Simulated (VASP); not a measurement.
Band structure of NbN (rock salt). Computed with optB86b-vdW, VASP's PBE PAW potentials (set 64) (plane waves; VASP).

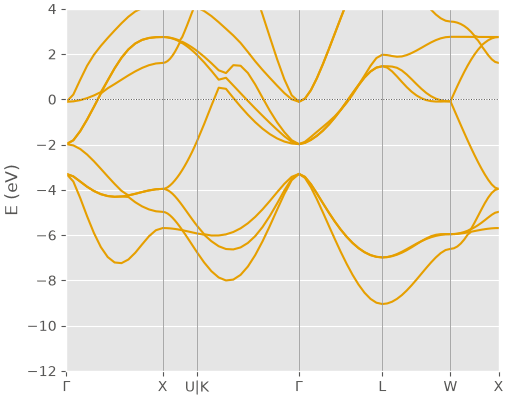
Fig. 1. Bands along high-symmetry lines, zero at the valence-band maximum or, without a gap, the Fermi level

Task: Read the plot: is there a gap, and where are the band edges?

Result: It has no gap at this level: it comes out as a metal or semimetal. (Edges off the drawn lines would not show.)

The compound is NbN in the rock salt structure, the cubic δ form, which competes with hexagonal ones. It was relaxed first.
